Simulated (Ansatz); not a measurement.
The calculation's input:

```
crystal:
  lattice:
    - [-2.9808101091, 2.9808101091, 5.9449628238]
    - [2.9808101091, -2.9808101091, 5.9449628238]
    - [2.9808101091, 2.9808101091, -5.9449628238]
  atoms:
    - { symbol: P, position: [0.0, 0.0, 0.0] }
    - { symbol: Ga, position: [0.6511953186, 0.6511953186, 0.5390831019] }
    - { symbol: Sb, position: [0.25, 0.75, 0.5] }
    - { symbol: Ga, position: [0.8878877832, 0.3488046814, 0.0] }
    - { symbol: Sb, position: [0.5, 0.5, 0.0] }
    - { symbol: Ga, position: [0.1121122168, 0.1121122168, 0.4609168981] }
    - { symbol: Sb, position: [0.75, 0.25, 0.5] }
    - { symbol: Ga, position: [0.3488046814, 0.8878877832, 0.0] }
kpoints:
  mp_grid: { grid: [4, 4, 4] }
  band_path:
    path:
      - [0.0, 0.0, 0.0]
      - [0.0, 0.0, 0.5]
      - [0.25, 0.25, 0.25]
      - [0.0, 0.5, 0.0]
      - [0.5, 0.5, -0.5]
      - [0.3128507324, 0.6871492676, -0.3128507324]
      - [-0.3128507324, 0.3128507324, 0.3128507324]
      - [-0.1257014649, 0.1257014649, 0.5]
      - [0.5, 0.5, -0.1257014649]
    npoints: 1
hamiltonian:
  xc: pbe0
scf:
  occupations: { method: fixed }
  n_extra_bands: 6
output:
  forces: true
  stress: true
  eigenvalues: true
  write_density: true
  write_potential: true
  elf: true
  volumetric_format: npy
```

Below, planes, directions and counts refer to the conventional cell (a = 5.96 Å, b = 5.96 Å, c = 11.89 Å, α = 90.00°, β = 90.00°, γ = 90.00°).

Space group I-42m; started from the ordered alloy on zincblende lattice prototype, which need not be the ambient phase.

Theory: DFT, PBE0, plane waves, PAW in Ansatz 0.2.0.

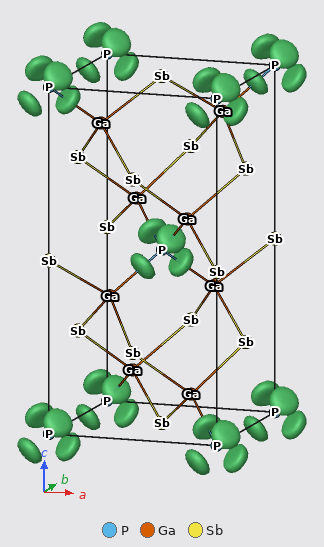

Ga$_{4}$Sb$_{3}$P. Isosurface of the ELF at 0.85 (green), seen slightly off an axis. Core shells and regions of very low density are left out. Sticks mark near contacts.

In a PAW calculation such maps are meaningful between the atoms, not at the nuclei.

Q: What do the ELF domains correspond to?

A: The surface consists of eight lobes of the valence shell of P pointing towards Ga (polar bonds), counted in one cell of 16 atoms. Regions shared between cells count once.

Values along the shortest contacts:
Ga–P (2.40 Å): the ELF peaks at about 0.90 in the valence shell of P, 0.9 Å from its nucleus, and is about 0.80 at the midpoint. Ga–Sb (2.63 Å): the ELF peaks at about 0.75 between the atoms (localised, covalent bonding).
